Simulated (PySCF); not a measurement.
# One shape, several levels: triplet GaH2Cl

We compute a comparison of 6 runs (U-r2SCAN/STO-6G, UPBE/STO-6G, UPBE0/STO-6G, UMP2/STO-6G, UCISD/STO-6G, ROCCSD(T)/STO-6G) of triplet GaH2Cl. Input form: a Python script.

Program for the calculation: PySCF 2.14.0.

27 further runs of the same task are left out: 16 that didn't finish, 11 set aside as unsound or not needed.

## 1. The system as given

GaH2Cl has 4 atoms, charge 0, and is taken as a triplet. As SMILES of the parent species, `[H][Ga]([H])[Cl]`. Geometry: a GFN2-xTB relaxation, a rough one for these elements and not checked as a minimum. That shape belongs to the parent species and isn't relaxed for this state.

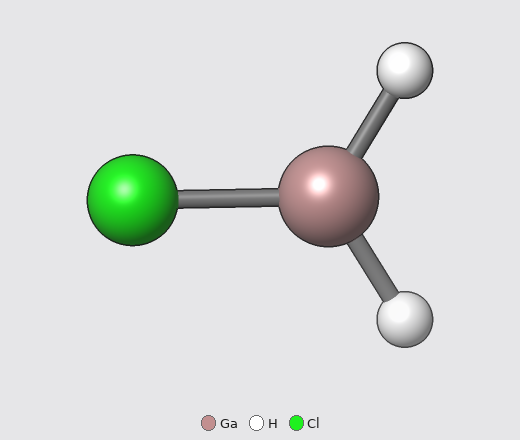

The structure, seen from a chosen angle (gallium pink, hydrogen white, chlorine green).

## 2. The energy at U-r2SCAN/STO-6G (run 1)

The input, calc.py:

```python
from pyscf import gto, dft

mol = gto.Mole()
mol.atom = [
    ('Ga', (0.057870, 0.096670, -0.000620)),
    ('H', (1.622030, 0.103190, 0.012100)),
    ('H', (-0.675260, 1.478330, -0.019590)),
    ('Cl', (-1.004640, -1.678190, 0.008110)),
]
mol.verbose = 3
mol.charge = 0
mol.max_memory = 1860
mol.spin = 2
mol.basis = 'sto-6g'
mol.build()

mf = dft.UKS(mol, xc='r2scan')
mf.grids.level = 5
mf.conv_tol = 1e-10
mf.kernel()
if not mf.converged:
    mf = mf.newton().run(mf.mo_coeff, mf.mo_occ)

energy = mf.e_tot
print('E = %.10f Eh' % energy)
```

Launch:

```
OMP_NUM_THREADS=1 python calc.py
```

Output:

```text
WARN: HOMO -0.342064811064573 >= LUMO -0.473454602315415

WARN: HOMO -0.107412544524581 >= LUMO -0.196058537510749

WARN: HOMO -0.0984365409680535 >= LUMO -0.160332416067512

WARN: HOMO -0.103524876213094 >= LUMO -0.178474211119136

WARN: HOMO -0.104811879674374 >= LUMO -0.178669148622636

WARN: HOMO -0.104700973304994 >= LUMO -0.178565444124656

WARN: HOMO -0.104815099010105 >= LUMO -0.178503736788782

WARN: HOMO -0.104811480884961 >= LUMO -0.178565930404982

WARN: HOMO -0.104831759777386 >= LUMO -0.178525454990198

WARN: HOMO -0.104838461752577 >= LUMO -0.178550331252717

WARN: HOMO -0.104839341908197 >= LUMO -0.178557667401928

WARN: HOMO -0.10483950992649 >= LUMO -0.17855752970224

WARN: HOMO -0.104839911566507 >= LUMO -0.178554492826765

WARN: HOMO -0.104840169480916 >= LUMO -0.178556731622345

WARN: HOMO -0.104840103587829 >= LUMO -0.17855654722075

WARN: HOMO -0.104839950769475 >= LUMO -0.178555890990719

converged SCF energy = -2373.95844328194  <S^2> = 2.0059639  2S+1 = 3.0039733
E = -2373.9584432819 Eh
```

It took 13 s on 1 thread of Arm Neoverse V2, shared host; peak memory 0.26 GiB.

## 3. The energy at UPBE/STO-6G (run 2)

The input, job.py:

```python
from pyscf import gto, dft

molecule = gto.M(
    atom='''
Ga     0.109358     0.182680    -0.001172
H      3.065192     0.195001     0.022866
H     -1.276056     2.793639    -0.037020
Cl    -1.898494    -3.171319     0.015326
''',
    verbose=3,
    spin=2,
    unit='bohr',
    basis='sto-6g',
    max_memory=1860,
)

mf = dft.UKS(molecule)
mf.xc = 'pbe'
mf.grids.level = 5
mf.conv_tol = 1e-10
mf.kernel()
if not mf.converged:
    mf = mf.newton().run(mf.mo_coeff, mf.mo_occ)

e_final = mf.e_tot
print('E = %.10f Eh' % e_final)
```

Launch:

```
OMP_NUM_THREADS=1 python job.py
```

Output:

```text
WARN: HOMO -0.345393151694666 >= LUMO -0.432390014971288

WARN: HOMO -0.115348701526238 >= LUMO -0.205653365883989

WARN: HOMO -0.0823157843597212 >= LUMO -0.150949479312396

WARN: HOMO -0.0898769445858857 >= LUMO -0.172375719491111

WARN: HOMO -0.0932692853665346 >= LUMO -0.169603826980674

WARN: HOMO -0.0940980811114597 >= LUMO -0.178653425821358

WARN: HOMO -0.0932983799748548 >= LUMO -0.179025430524812

WARN: HOMO -0.0926143038559761 >= LUMO -0.176435212169726

WARN: HOMO -0.0925188744684677 >= LUMO -0.176727973573534

WARN: HOMO -0.0925137629627942 >= LUMO -0.176706888460112

WARN: HOMO -0.0925451347280006 >= LUMO -0.176745438274782

WARN: HOMO -0.0925450373114312 >= LUMO -0.17674210430441

WARN: HOMO -0.0925454386281405 >= LUMO -0.176741022643298

WARN: HOMO -0.0925454810266159 >= LUMO -0.176741743395743

WARN: HOMO -0.0925456267035928 >= LUMO -0.176741882968808

WARN: HOMO -0.0925456078097184 >= LUMO -0.17674185762944

WARN: HOMO -0.0925456707460248 >= LUMO -0.176741979493612

converged SCF energy = -2373.32888379324  <S^2> = 2.0029427  2S+1 = 3.0019611
E = -2373.3288837932 Eh
```

Run time: 9 s. Hardware: 1 thread of Arm Neoverse V2, shared host; peak memory 0.24 GiB.

Run 3 isn't shown in full; the table further down has it.

## 4. The energy at UMP2/STO-6G (run 4)

The input, run.py:

```python
from pyscf import gto, mp

mol = gto.M(
    atom=[
    ('Ga', (0.057870, 0.096670, -0.000620)),
    ('H', (1.622030, 0.103190, 0.012100)),
    ('H', (-0.675260, 1.478330, -0.019590)),
    ('Cl', (-1.004640, -1.678190, 0.008110)),
],
    spin=2,
    max_memory=1860,
    basis='sto-6g',
    verbose=3,
    charge=0,
)

calc0 = mol.UHF()
calc0.conv_tol = 1e-10
calc0.kernel()
if not calc0.converged:
    calc0 = calc0.newton().run(calc0.mo_coeff, calc0.mo_occ)

pt = mp.MP2(calc0, frozen=14).run()
etot = pt.e_tot
print(f'total energy: {etot:.8f} hartree')
```

Launch:

```
OMP_NUM_THREADS=1 python run.py
```

Output:

```text
WARN: HOMO -0.207824753478688 >= LUMO -0.55357808454461

converged SCF energy = -2371.91403820893  <S^2> = 2.0257469  2S+1 = 3.0171158
E(UMP2) = -2371.94707620061  E_corr = -0.033037991684334
E(SCS-UMP2) = -2371.95178672123  E_corr = -0.0377485122996691
total energy: -2371.94707620 hartree
```

Run time: 1.3 s. Hardware: 1 thread of Arm Neoverse V2, shared host; peak memory 0.12 GiB.

Run 5 isn't shown in full; the table further down has it.

## 5. The energy at ROCCSD(T)/STO-6G (run 6)

The input, input.py:

```python
from pyscf import gto, cc

mol = gto.Mole()
mol.atom = '''
Ga     0.109358     0.182680    -0.001172
H      3.065192     0.195001     0.022866
H     -1.276056     2.793639    -0.037020
Cl    -1.898494    -3.171319     0.015326
'''
mol.basis = 'sto-6g'
mol.unit = 'bohr'
mol.max_memory = 1860
mol.charge = 0
mol.spin = 2
mol.verbose = 3
mol.build()

calc0 = mol.ROHF()
calc0.conv_tol = 1e-10
calc0.kernel()
if not calc0.converged:
    calc0 = calc0.newton().run(calc0.mo_coeff, calc0.mo_occ)

mycc = cc.CCSD(calc0, frozen=14)
mycc.kernel()
e_t = mycc.ccsd_t()
etot = mycc.e_tot + e_t
print(f'total energy: {etot:.8f} hartree')
```

Launch:

```
OMP_NUM_THREADS=1 python input.py
```

Output:

```text
SCF not converged.
SCF energy = -2371.46555512723
converged SCF energy = -2371.90970185017

WARN: RCCSD method does not support ROHF method. ROHF object is converted to UHF object and UCCSD method is called.

E(UCCSD) = -2371.965132224119  E_corr = -0.05543037395158857
UCCSD(T) correction = -0.000775728573608024
total energy: -2371.96590795 hartree
```

It took 1.8 s on 1 thread of Arm Neoverse V2, shared host; peak memory 0.12 GiB.

## 6. All runs side by side

```csv
run,level,integration grid,frozen core orbitals,energy (Eh),dipole moment (D) of the reference,HOMO energy (eV),⟨S²⟩,wall time
1,U-r2SCAN/STO-6G,5,–,-2373.958443,0.86,-2.85,2.006,13 s
2,UPBE/STO-6G,5,–,-2373.328884,0.68,-2.52,2.003,9 s
3,UPBE0/STO-6G,5,–,-2373.521247,1.23,-3.83,2.006,9.9 s
4,UMP2/STO-6G,–,14,-2371.947076,1.92,-6.65,2.026,1.3 s
5,UCISD/STO-6G,–,14,-2371.963900,1.92,-6.65,2.026,1.5 s
6,ROCCSD(T)/STO-6G,–,14,-2371.965908,1.90,–,2.000,1.8 s
```

## 7. Results

```
                                           quantity           value
                                run 6: total energy  -2371.96591 Eh
        run 6: dipole moment (Hartree–Fock density)          1.90 D
run 6: correlation energy (14 core orbitals frozen)       -56.2 mEh
                              run 6: (T) correction       -0.78 mEh
           run 6: ⟨S²⟩ of the reference determinant           2.000
                               run 6: T1 diagnostic           0.014
```

**Reading.** Over runs 1, 2, 3 the dipole moment (its size) runs from 0.68 D (UPBE/STO-6G) to 1.23 D (UPBE0/STO-6G). Totals of different functionals can't be ranked against each other. In runs 1, 2, 3, 4, 5, 6 the basis is minimal, so the values are rough. All runs together took 37 s, the longest 13 s.
